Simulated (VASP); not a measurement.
Band structure of Cr2B (space group P6_3/mmc). Level of theory: PBE GGA, VASP's PBE PAW potentials (set 64) (plane waves; VASP 6.6.1).

The moments were started parallel, and other spin orders were not tried in this run.

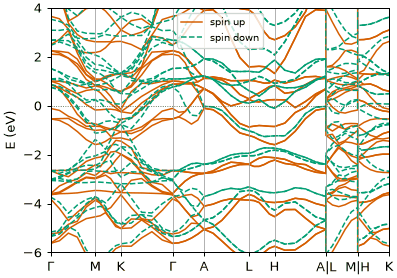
Fig. 1. Bands along high-symmetry lines, zero at the valence-band maximum or, without a gap, the Fermi level

**Question.** Read the plot: is there a gap, and where are the band edges?

**Answer.** It has no gap at this level: it comes out as a metal or semimetal.

The structure was generated: Cr2B was put into an ordered model structure (P6_3/mmc), which need not be its known phase. The cell was not relaxed at this level. The k-mesh is coarse (spacing up to 0.48 per Å, 2π included), so the numbers may not be converged in it.
